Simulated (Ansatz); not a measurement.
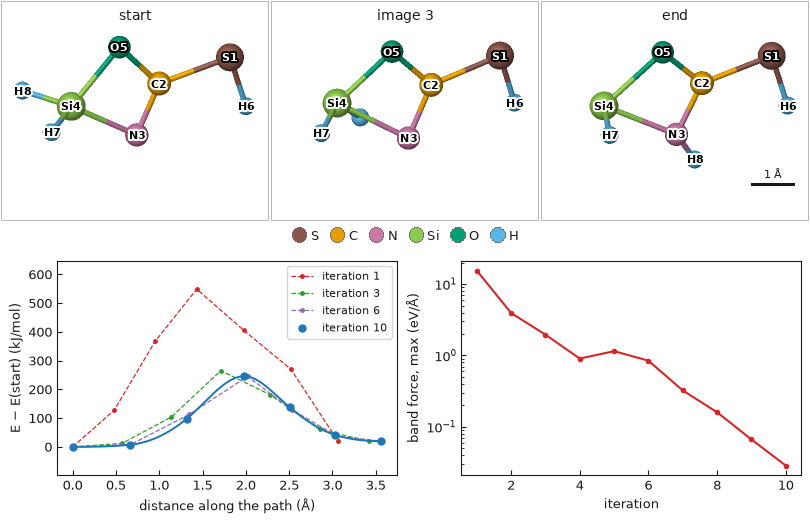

NEB run on CH₃NOSSi. Images are numbered from 0 (start) to 6 (end). The plot follows the band through its iterations. A ball-and-stick model, seen at a tilt.

All numbers below come from Ansatz 0.2.0, UKS BLYP-D4/STO-3G. Settings: 5 movable images; climbing image; force threshold 0.05 eV/Å; iteration limit 10; starting path through a guess of the saddle point.

How did the profile develop, and is the result final?

The run is converged, with reservations. The band converged in 10 iterations. The largest component of the band force went from 16 to 0.029 eV/Å. The climbing image converged on the top of the path. Its curvatures weren't checked. The iteration limit was low. The first iteration put the highest image at 548.8 kJ/mol. The highest point, image 3, lies 246.1 kJ/mol above the start and 226.0 kJ/mol above the end; the end is at +20.1 kJ/mol relative to the start.

Limits of the set-up: STO-3G is a minimal basis, so the numbers are rough.

Cost: 2.6 min on 1 thread of Arm Neoverse V1, with other jobs on the host, peak memory 0.12 GiB.
